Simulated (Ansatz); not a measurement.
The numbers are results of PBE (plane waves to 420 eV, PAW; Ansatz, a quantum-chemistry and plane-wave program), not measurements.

Host crystal: wurtzite ZnO, with a band gap (PBE, scalar-relativistic without spin-orbit coupling).

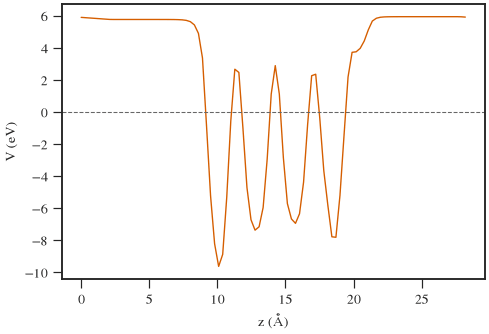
Figure: Plane-averaged electrostatic potential energy along the normal, in eV from the Fermi level, for OH on the 1x1 (10-10) surface of wurtzite ZnO (cut with top plane O + Zn), one in a 2x1 cell, started at the site 'bridge Zn-Zn (span 3.3 Å)'

Slab: 34 atoms, 9.4 Å thick at the start under the adsorbate (thin: gaps and levels are the slab's own); k 3x4x1, smearing 0.01 eV, dipole-corrected; 16 atoms held, the rest relaxed; no symmetry held; spin-polarised, ending with about 0.7 μB a cell, a value that depends on the mesh; orders that need a larger cell were not tried, no spin-orbit, no U, no dispersion correction. The slab shows no gap over 0.04 eV on its mesh. At the end it is bonded to 2 Zn. In PBE it is, or lies within 0.03 eV of, the lowest of the starts that converged.

The vacuum level lies 5.95 eV above the Fermi level over the top face and 5.78 eV above it under the bottom face.
